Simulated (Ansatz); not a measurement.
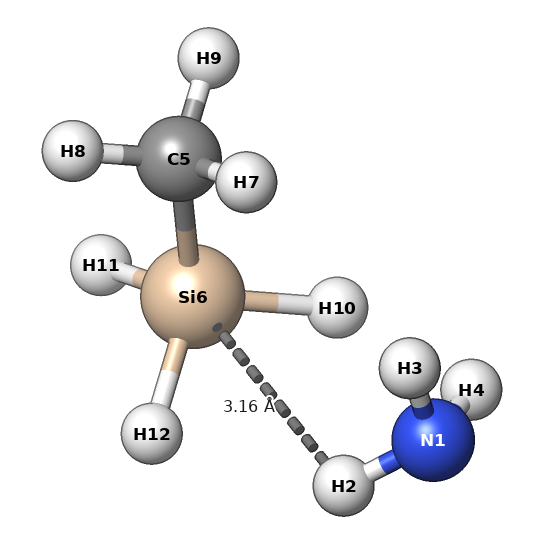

Two molecules or ions; the broken line marks their closest contact (measured against van der Waals radii). Geometry: a pair of rigid molecules at a changed separation. Program: Ansatz 0.2.0.

Which two species are they?

NH3 and CH6Si (`C[SiH3].N`).

Give the counterpoise-corrected interaction energy (kJ/mol, monomers kept as in the pair) with RHF-CCSD(T) (frozen core)/def2-TZVPPD; PBE-D4/def2-TZVPPD; PBE0-D4/def2-TZVPPD; ωB97M-V/def2-TZVPPD; B3LYP-D4/def2-TZVPPD.

| level | interaction energy (kJ/mol) |
| --- | --- |
| RHF-CCSD(T) (frozen core)/def2-TZVPPD | −2.2 |
| PBE-D4/def2-TZVPPD | −5.0 |
| PBE0-D4/def2-TZVPPD | −4.2 |
| ωB97M-V/def2-TZVPPD | −3.6 |
| B3LYP-D4/def2-TZVPPD | −3.1 |
